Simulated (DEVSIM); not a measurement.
Structure: abrupt Ge p-n junction, at 300 K.

```tsv
layer (left to right)	material	thickness (μm)	Nd (cm⁻³)	Na (cm⁻³)	τn (s)	τp (s)
1	Ge	6.60	-	9.7e16	0.00013	0.00013
2	Ge	240	1.9e16	-	0.00013	0.00013
```

Left contact: ohmic. Right contact: ohmic. Voltage is applied to the left contact. Recombination: SRH at mid-gap, radiative. Mobility is μmin + (μ − μmin)/(1 + (N/Nref)^α).

Constants are typed, rounded textbook-type inputs, not results; the design itself was drawn at random and stands for no fabricated device. Values at 300 K.

| parameter | Ge |
|---|---|
| gap (eV) | 0.664 |
| affinity (eV) | 4 |
| permittivity | 16 |
| Nc (cm⁻³) | 1.04e19 |
| Nv (cm⁻³) | 6e18 |
| μn (cm²/Vs) | 3900 |
| μp (cm²/Vs) | 1900 |
| μn,min | 150 |
| μp,min | 100 |
| Nref,n | 2.6e17 |
| Nref,p | 4e17 |
| αn | 0.56 |
| αp | 0.6 |
| B (cm³/s) | 6.4e-14 |

DEVSIM, 1D drift-diffusion, Boltzmann statistics, complete ionisation; no tunnelling, impact ionisation, image-force lowering or self-heating.

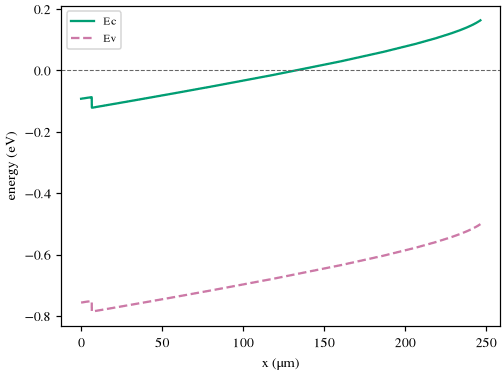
Fig. 1. Band edges at 0.65 V on the left contact

Energies count from the Fermi level of the right contact; mesh points crowd at the junctions.

```json
[
 {"x (μm)": "0.000", "Ec (eV)": "-0.093", "Ev (eV)": "-0.757", "n (cm⁻³)": "4.5e9", "p (cm⁻³)": "9.7e16", "field (V/cm)": "≈ 0"},
 {"x (μm)": "0.05413", "Ec (eV)": "-0.093", "Ev (eV)": "-0.757", "n (cm⁻³)": "1.1e14", "p (cm⁻³)": "9.7e16", "field (V/cm)": "≈ 0"},
 {"x (μm)": "0.2294", "Ec (eV)": "-0.092", "Ev (eV)": "-0.756", "n (cm⁻³)": "4.8e14", "p (cm⁻³)": "9.7e16", "field (V/cm)": "≈ 0"},
 {"x (μm)": "0.7644", "Ec (eV)": "-0.092", "Ev (eV)": "-0.756", "n (cm⁻³)": "1.6e15", "p (cm⁻³)": "9.9e16", "field (V/cm)": "≈ 0"},
 {"x (μm)": "3.680", "Ec (eV)": "-0.090", "Ev (eV)": "-0.754", "n (cm⁻³)": "7.3e15", "p (cm⁻³)": "1.0e17", "field (V/cm)": "≈ 0"},
 {"x (μm)": "5.715", "Ec (eV)": "-0.088", "Ev (eV)": "-0.752", "n (cm⁻³)": "1.1e16", "p (cm⁻³)": "1.1e17", "field (V/cm)": "≈ 0"},
 {"x (μm)": "6.332", "Ec (eV)": "-0.088", "Ev (eV)": "-0.752", "n (cm⁻³)": "1.2e16", "p (cm⁻³)": "1.1e17", "field (V/cm)": "≈ 0"},
 {"x (μm)": "6.564", "Ec (eV)": "-0.089", "Ev (eV)": "-0.753", "n (cm⁻³)": "1.3e16", "p (cm⁻³)": "1.0e17", "field (V/cm)": "-900"},
 {"x (μm)": "6.605", "Ec (eV)": "-0.108", "Ev (eV)": "-0.772", "n (cm⁻³)": "2.8e16", "p (cm⁻³)": "4.9e16", "field (V/cm)": "-7700"},
 {"x (μm)": "6.672", "Ec (eV)": "-0.122", "Ev (eV)": "-0.786", "n (cm⁻³)": "4.7e16", "p (cm⁻³)": "2.9e16", "field (V/cm)": "-160"},
 {"x (μm)": "6.890", "Ec (eV)": "-0.122", "Ev (eV)": "-0.786", "n (cm⁻³)": "4.8e16", "p (cm⁻³)": "2.9e16", "field (V/cm)": "≈ 0"},
 {"x (μm)": "8.057", "Ec (eV)": "-0.121", "Ev (eV)": "-0.785", "n (cm⁻³)": "4.8e16", "p (cm⁻³)": "2.9e16", "field (V/cm)": "≈ 0"},
 {"x (μm)": "11.41", "Ec (eV)": "-0.118", "Ev (eV)": "-0.782", "n (cm⁻³)": "4.8e16", "p (cm⁻³)": "2.9e16", "field (V/cm)": "≈ 0"},
 {"x (μm)": "22.37", "Ec (eV)": "-0.107", "Ev (eV)": "-0.771", "n (cm⁻³)": "4.7e16", "p (cm⁻³)": "2.8e16", "field (V/cm)": "≈ 0"},
 {"x (μm)": "81.08", "Ec (eV)": "-0.052", "Ev (eV)": "-0.716", "n (cm⁻³)": "4.6e16", "p (cm⁻³)": "2.7e16", "field (V/cm)": "≈ 0"},
 {"x (μm)": "186.7", "Ec (eV)": "0.060", "Ev (eV)": "-0.604", "n (cm⁻³)": "3.8e16", "p (cm⁻³)": "1.9e16", "field (V/cm)": "12"},
 {"x (μm)": "228.3", "Ec (eV)": "0.120", "Ev (eV)": "-0.544", "n (cm⁻³)": "2.9e16", "p (cm⁻³)": "1.0e16", "field (V/cm)": "18"},
 {"x (μm)": "241.0", "Ec (eV)": "0.146", "Ev (eV)": "-0.518", "n (cm⁻³)": "2.3e16", "p (cm⁻³)": "4.3e15", "field (V/cm)": "25"},
 {"x (μm)": "245.4", "Ec (eV)": "0.159", "Ev (eV)": "-0.505", "n (cm⁻³)": "2.0e16", "p (cm⁻³)": "1.1e15", "field (V/cm)": "33"},
 {"x (μm)": "246.3", "Ec (eV)": "0.162", "Ev (eV)": "-0.502", "n (cm⁻³)": "1.9e16", "p (cm⁻³)": "3.4e14", "field (V/cm)": "35"},
 {"x (μm)": "246.5", "Ec (eV)": "0.163", "Ev (eV)": "-0.501", "n (cm⁻³)": "1.9e16", "p (cm⁻³)": "9.0e13", "field (V/cm)": "36"},
 {"x (μm)": "246.6", "Ec (eV)": "0.163", "Ev (eV)": "-0.501", "n (cm⁻³)": "1.9e16", "p (cm⁻³)": "2.3e10", "field (V/cm)": "37"}
]
```
